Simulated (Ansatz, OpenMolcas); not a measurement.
# How methods differ on CH7BSi2 (SMILES CB1[SiH2][SiH2]1)

The species is CH7BSi2 (11 atoms), meant as a singlet with charge 0. As SMILES, `CB1[SiH2][SiH2]1`. The shape is that of a PBE0-D4/def2-TZVP optimisation.

```csv
atom,x (Å),y (Å),z (Å)
C,-0.2639,1.7935,0.0995
B,-0.4506,0.2430,-0.0166
Si,0.0188,-1.1486,1.1994
Si,0.2103,-0.9829,-1.3188
H,0.1656,2.1218,1.0488
H,-1.2713,2.2291,0.0511
H,0.3010,2.2380,-0.7230
H,-0.4792,-2.5413,1.1070
H,0.8769,-0.9754,2.4039
H,1.2390,-0.6628,-2.3466
H,-0.2812,-2.3712,-1.4842
```

Each level gives the energy change with the Si3–H9 bond stretched from 1.489 to 2.680 Å (eV). The values are calculated.

```tsv
level	kind	program	value (eV)
SVWN5/6-31G* (spherical functions) (restricted)	LDA	OpenMolcas	2.81
BLYP/6-31G* (spherical functions) (restricted)	GGA	OpenMolcas	2.72
PBE/6-31G* (spherical functions) (restricted)	GGA	Ansatz	2.78
TPSS/6-31G* (spherical functions) (restricted)	meta-GGA	OpenMolcas	2.97
PBE0/6-31G* (spherical functions) (restricted)	global hybrid	OpenMolcas	3.13
B3LYP/6-31G* (Cartesian functions) (restricted)	global hybrid	OpenMolcas	3.03
HSE06/6-31G* (spherical functions) (restricted)	range-separated hybrid	Ansatz	3.11
RPA@PBE0/6-31G* (spherical functions) (restricted)	RPA	Ansatz	2.95
MP2/6-31G* (spherical functions) (restricted)	perturbation theory	Ansatz	3.22
CCSD/6-31G* (spherical functions) (restricted)	coupled cluster or CI	Ansatz	2.82
```

The first shape isn't each level's own minimum. The values span 2.72 to 3.22 eV.

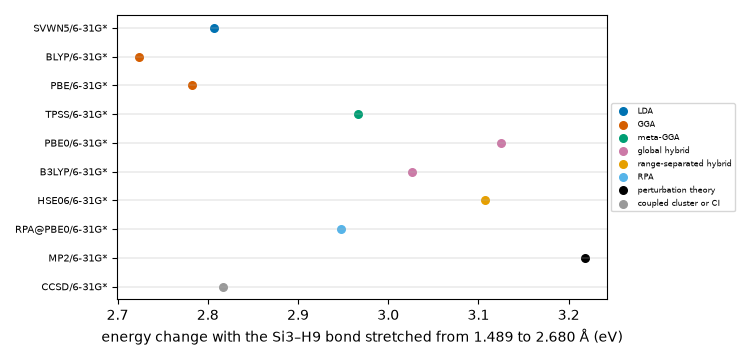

The values of the table, level by level.
